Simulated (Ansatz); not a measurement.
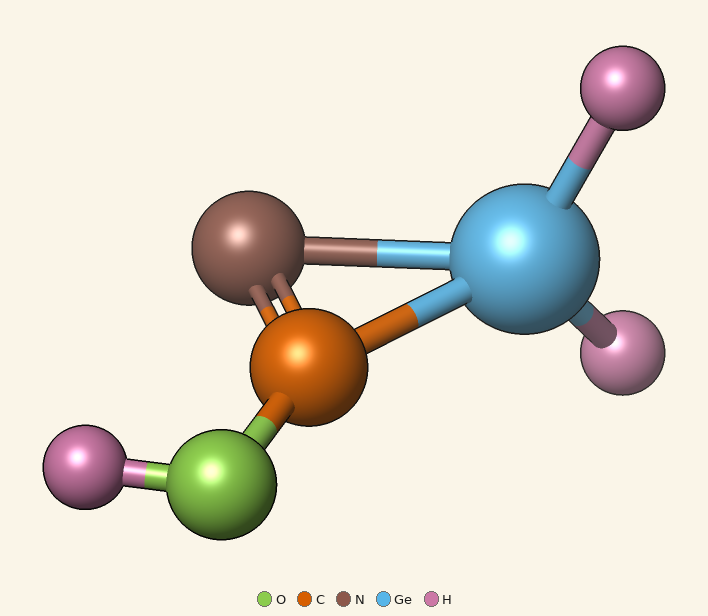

Ball-and-stick drawing of a structure. Double and triple bonds are drawn as two and three sticks.

Describe the molecule.

The molecule is CH₃GeNO. Its SMILES string is `O[C]1=[N][GeH2]1`. Among its groups: imine. This geometry has Cs symmetry. Coordination, clear cases only: 1 O bent.

The parts below concern this one geometry. Atoms keep their numbers from picture to picture. Computed geometry: PBE0-D4/def2-TZVP optimisation.

### Charges

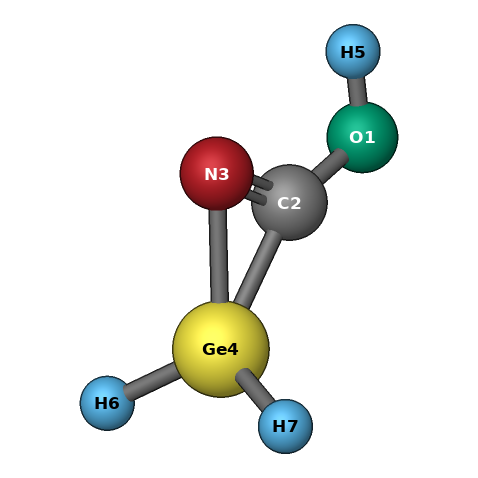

The questions are on Mulliken charges. Method: RKS PBE0-D4/def2-TZVP (Ansatz 0.2.0).

> Which atom carries the highest charge (most positive or least negative)?

H5 (0.31 e).

> And the lowest?

O1 (−0.36 e).

Give the Mulliken charges atom by atom.

| atom | value (e) |
| --- | --- |
| O1 | −0.36 |
| C2 | 0.14 |
| N3 | −0.30 |
| Ge4 | 0.14 |
| H5 | 0.31 |
| H6 | 0.03 |
| H7 | 0.03 |

### Thermal motion

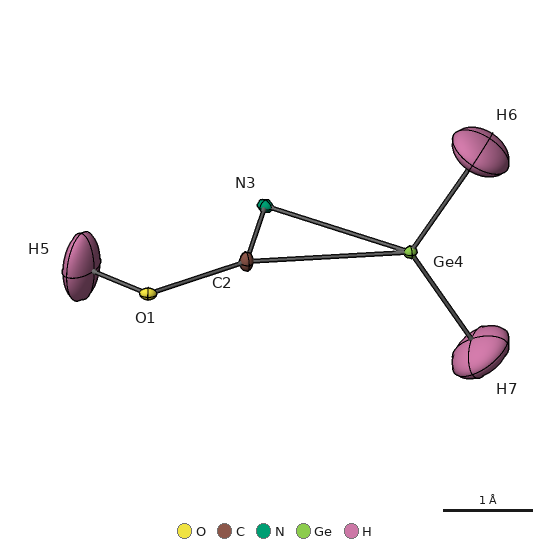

Displacement ellipsoids at the 50 % level, enlarged 1.5 times, from the internal vibrations of the free molecule (harmonic, no overall translation or rotation; no half-axis is drawn under 0.075 Å). Vibrations computed with RKS PBE0-D4/def2-TZVP (Ansatz 0.2.0). Temperature: 0 K (zero-point motion alone).

Give the displacement parameters, one line for each set of equivalent atoms.

```csv
atom,U_eq (Å²),rms amplitudes (Å)
O1,0.00094,"0.022, 0.025, 0.041"
C2,0.0018,"0.034, 0.042, 0.051"
N3,0.0011,"0.018, 0.035, 0.043"
Ge4,0.00010,"0.005, 0.009, 0.014"
H5,0.0186,"0.074, 0.128, 0.184"
"H6, H7",0.0212,"0.087, 0.155, 0.179"
```

### Electronic properties

Level of theory: RKS r2SCANh-D4/def2-TZVPP (Ansatz 0.2.0).

> What is the dispersion correction?

−3.0 kJ/mol.

> What is the HOMO energy (Kohn–Sham orbital)?

−6.32 eV.

> Estimate the HOMO–LUMO gap.

5.23 eV.

Mulliken values depend strongly on the basis set and can even reverse the polarity of a bond.
